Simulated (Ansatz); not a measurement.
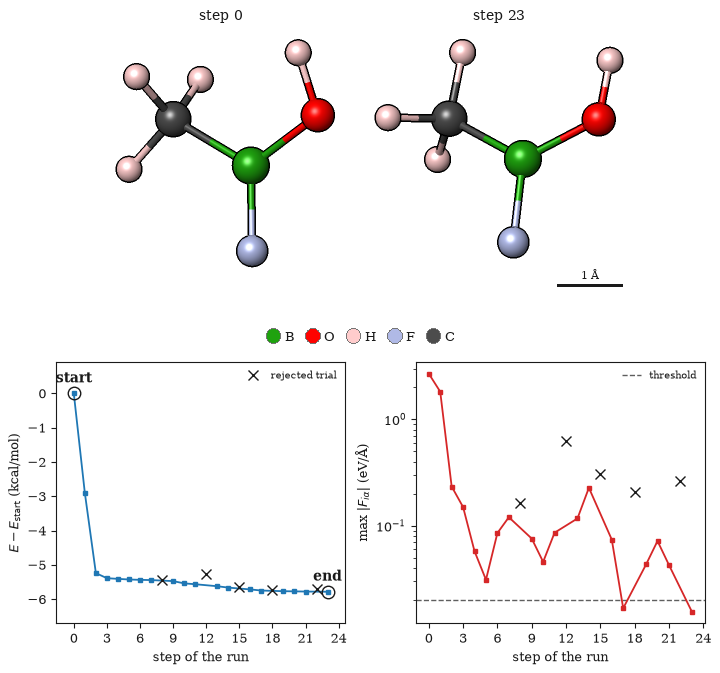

First and last geometry of a relaxation of CH4BFO, with the history of the run. A ball-and-stick model, seen at a tilt.

The run prepares the start of a later molecular dynamics calculation, from a guessed geometry.

All numbers below come from RKS r2SCANh/6-31G in Ansatz 0.2.0. Settings: no spin polarisation; force threshold 0.02 eV/Å; at most 40 steps.

Read the history and describe the run.

Answer. It converged. The atom that moves furthest after the best rigid fit is an H atom (0.76 Å). By element the largest moves are H 0.76 Å, F 0.54 Å, B 0.18 Å, O 0.12 Å, C 0.04 Å. Some distances before and after: B–F 1.320 → 1.374 Å, H–O 1.010 → 0.967 Å, B–O 1.410 → 1.370 Å, B–C 1.600 → 1.563 Å. Bond angles that change, for instance: B–O–H 109.5° → 119.2°, O–B–C 120.0° → 126.6°, O–B–F 120.0° → 114.4°. Groups turn about B–C by about 55°. After 18 accepted moves (23 points after the start) the energy has fallen by 5.78 kcal/mol. The largest force component goes from 2.7 to 0.016 eV/Å. The line search rejected the trial steps at points 8, 12, 15, 18, 22 of the run. The forces were under the threshold at step 17, but the run went on from there. Cost: 32 s on 1 thread of Intel(R) Xeon(R) 6975P-C (Granite Rapids) (shared host), peak memory 0.17 GiB.

```csv
step,"E − E(0), kcal/mol","largest force component, eV/Å",note
0,0.00,2.6870,
1,-2.90,1.8191,
2,-5.24,0.2339,
3,-5.39,0.1499,
4,-5.41,0.0577,
5,-5.42,0.0311,
6,-5.43,0.0855,
7,-5.44,0.1204,
8,-5.43,0.1646,rejected
9,-5.47,0.0759,
10,-5.54,0.0458,
11,-5.56,0.0861,
12,-5.28,0.6210,rejected
13,-5.62,0.1172,
14,-5.66,0.2274,
15,-5.63,0.3085,rejected
16,-5.71,0.0743,
17,-5.75,0.0168,
18,-5.73,0.2089,rejected
19,-5.76,0.0433,
20,-5.77,0.0720,
21,-5.77,0.0429,
22,-5.71,0.2642,rejected
23,-5.78,0.0156,
```
